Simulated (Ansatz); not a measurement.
# GaC+ (triplet): wave-function methods side by side, cc-pVTZ

How much of the correlation energy of GaC+ (triplet) does each wave-function method recover here?

Method: cc-pVTZ, core rule «outside noble gas», up to 15 orbitals frozen; program: Ansatz 0.2.0, Gaussian basis.

Plan: UHF; CCSD(T) on ROHF; CCSD(T) on UHF; BCCD(T) on ROHF; CISD; CCSDT(Q) on ROHF; CCSDT(Q) on UHF; CASSCF and MRCISD+Q, 6 electrons in 8 orbitals; CASSCF and NEVPT4(SD), 6 electrons in 8 orbitals; CASSCF and NEVPT2, 6 electrons in 8 orbitals.

21 further runs of the same task are left out: 1 for a known fault of the program, 9 that didn't finish, 11 set aside as unsound or not needed.

## (1) The system

The geometry is a PBE0/def2-TZVP stationary point (not a proven minimum) of the parent state, kept for this charge and spin. No spin-orbit coupling is included. The filled d shell of Ga may be among the frozen orbitals whatever the setting's name suggests; the logs give the count.

2 atoms, charge 1, spin multiplicity 3.

Atoms are counted from 1 here; the program's logs count them from 0.

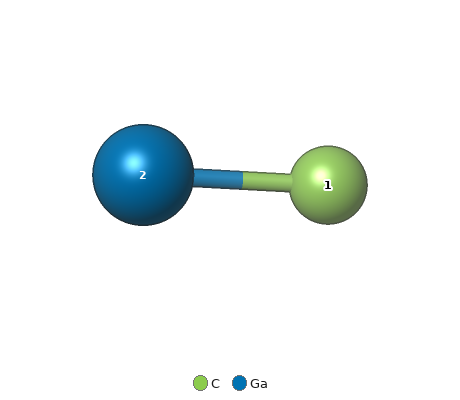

The geometry (carbon green, gallium blue); atoms are numbered from 1 in the order of the file.

## (2) UHF

File in.yaml:

```yaml
crystal:
  periodic: [false, false, false]
  atoms:
    - {symbol: C, position_ang: [0.000000, 0.000000, 0.000000]}
    - {symbol: Ga, position_ang: [0.000000, 0.000000, 1.987400]}
basis:
  gaussian: {orbitals: cc-pVTZ}
total_charge: 1
magnetization: {spin_polarized: true, initial_magnetization: 2}
hamiltonian: {xc: hf}
output: {orbitals: {seedname: orbitals}}
```

Run with:

```
$ ansatz run in.yaml --threads 1 --pin off --events-out ev --progress --plain --max-ram 2393MiB
```

Further steps of the session: CCSD(T) on ROHF; CCSD(T) on UHF; BCCD(T) on ROHF; CISD; CCSDT(Q) on ROHF; CCSDT(Q) on UHF; CASSCF and MRCISD+Q, 6 electrons in 8 orbitals; CASSCF and NEVPT4(SD), 6 electrons in 8 orbitals; CASSCF and NEVPT2, 6 electrons in 8 orbitals.

**Question.** What will the summary of the whole plan be? Wanted: RCCSDT(Q) below the RHF energy; RMP2 from RCCSDT(Q); UMP2 from RCCSDT(Q); RCCSD from RCCSDT(Q); RCCSD(T) from RCCSDT(Q); UCCSD(T) from RCCSDT(Q); UCCSDT(Q) from RCCSDT(Q); NEVPT2 valence from RCCSDT(Q); NEVPT4(SD) valence from RCCSDT(Q).

**Answer**, as computed:

| quantity | value |
| --- | --- |
| RCCSDT(Q) below the RHF energy | -4.6189 eV |
| RMP2 from RCCSDT(Q) | +1231.5 meV |
| UMP2 from RCCSDT(Q) | +1182.3 meV |
| RCCSD from RCCSDT(Q) | +293.6 meV |
| RCCSD(T) from RCCSDT(Q) | +69.7 meV |
| UCCSD(T) from RCCSDT(Q) | +108.3 meV |
| UCCSDT(Q) from RCCSDT(Q) | -0.7 meV |
| NEVPT2 valence from RCCSDT(Q) | +414.4 meV |
| NEVPT4(SD) valence from RCCSDT(Q) | +37.4 meV |
| MRCISD+Q valence from RCCSDT(Q) | +2.9 meV |
| levels within 1 kcal/mol (43 meV) | RCCSDT, UCCSDT, UCCSDT(Q), NEVPT4(SD) valence, MRCISD+Q valence |
| T1 diagnostic | 0.070 |
| effectively unpaired electrons | 2.29 |

In words: RCCSD(T) lands +69.7 meV from the yardstick (1.5 % of the correlation energy). CCSD(T) misses by +69.7 meV on the restricted determinant and by +108.3 meV on the unrestricted one; the two need not hold the same state or core. The occupations show some static correlation. Of the multireference levels listed MRCISD+Q valence comes nearest in total energy (+2.9 meV), which doesn't show that its space is the better one. These misses are within one basis, not against nature; the frozen cores of restricted and unrestricted runs differ, which can shift their rows.
